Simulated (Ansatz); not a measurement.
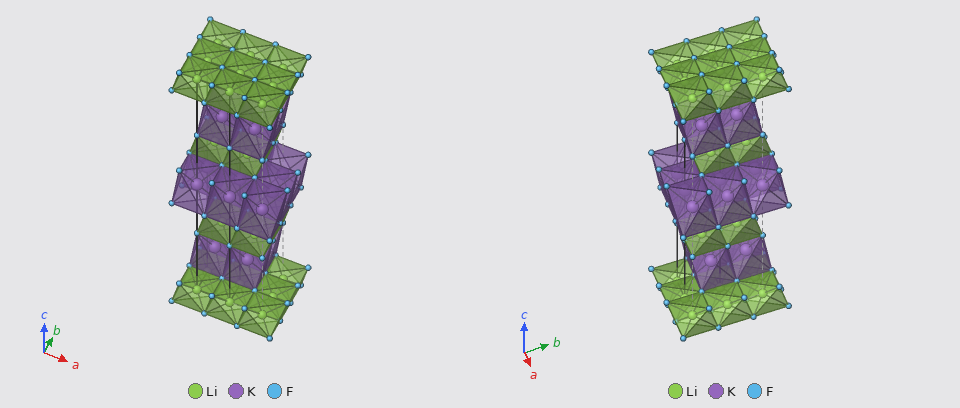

Polyhedra are drawn about K and Li (bonds: F–K below 2.9 Å and F–Li below 2.5 Å); other atoms are plain spheres. Two views of the same piece.

The compound is KLiF₂ (space group R-3m, No. 166), taken as the geometry relaxed with Ansatz 0.2.0, DFT, PBE, plane waves, PAW; the starting structure was generated, so it need not be a known form of this composition.

Sharing among the drawn polyhedra:

```json
{"site": "K", "polyhedron": "KF6 octahedron", "corner-sharing neighbours": "6", "edge-sharing": "12", "face-sharing": "0", "bond (Å)": "2.59"}
{"site": "Li", "polyhedron": "LiF6 octahedron", "corner-sharing neighbours": "6", "edge-sharing": "12", "face-sharing": "0", "bond (Å)": "2.22"}
```

They form a three-dimensional framework of corner- and edge-sharing octahedra.
